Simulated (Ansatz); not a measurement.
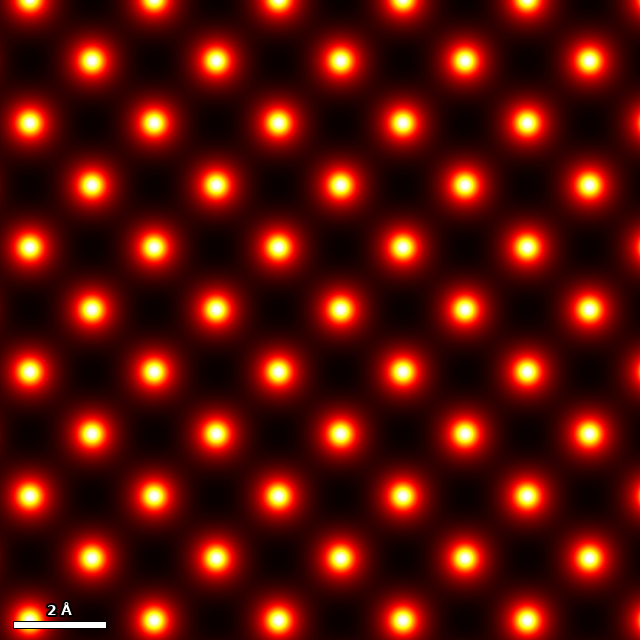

Projected-potential map of Si. Computed as the sum of neutral-atom potentials (tabulated electron scattering factors, B = 0.5 Å²) projected along the beam and smoothed by 0.25 Å; brighter is more positive.

> What two-dimensional lattice does the image show, and how large is its cell?

The pattern repeats on a square net with a repeat of 1.9 Å.

> Which plane group does this projection have?

p4mm: fourfold points with mirror lines through them along the axes and the diagonals.

> How many columns does the smallest repeating cell hold, and how many levels of brightness?

1 column in the primitive cell of 3.7 Å², all of one brightness.

The crystal is Si (Fd-3m, No. 227) seen along [001]. Model: the input geometry of a calculation.
